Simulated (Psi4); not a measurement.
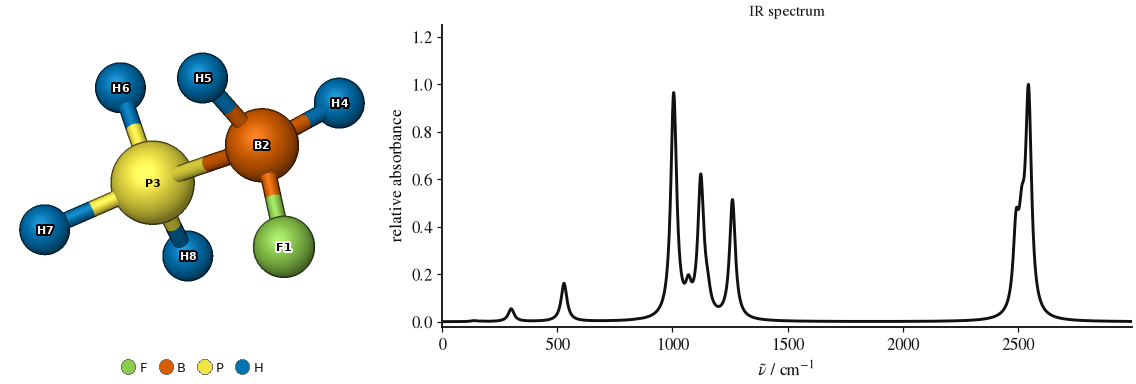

Infrared spectrum of BPH₅F, SMILES F[BH2-][PH3+]. Unscaled harmonic wavenumbers and double-harmonic intensities, PBE0/6-31G(d) (dispersion D4), Psi4, at a geometry relaxed at this level, isolated molecule. Lorentzian lines of 30 cm⁻¹ full width. Close modes add up in the curve.

> Which is the highest mode?

2551.9 cm⁻¹ (50.7 km/mol).

> Which lines are the most intense?

1005.2 cm⁻¹ (222.0 km/mol), 2545.7 cm⁻¹ (185.1 km/mol) and 1122.9 cm⁻¹ (138.9 km/mol).

> List the modes.

| cm⁻¹ | km/mol |
| --- | --- |
| 137.8 | 1.0 |
| 168.0 | 0.2 |
| 293.2 | 0.0 |
| 299.7 | 13.5 |
| 529.3 | 40.4 |
| 845.6 | 0.2 |
| 1005.2 | 222.0 |
| 1011.9 | 19.5 |
| 1069.8 | 25.1 |
| 1122.9 | 138.9 |
| 1134.1 | 10.3 |
| 1152.9 | 18.0 |
| 1260.9 | 126.2 |
| 2492.9 | 81.8 |
| 2515.8 | 37.6 |
| 2519.6 | 35.8 |
| 2545.7 | 185.1 |
| 2551.9 | 50.7 |

Caveats: double-zeta basis.
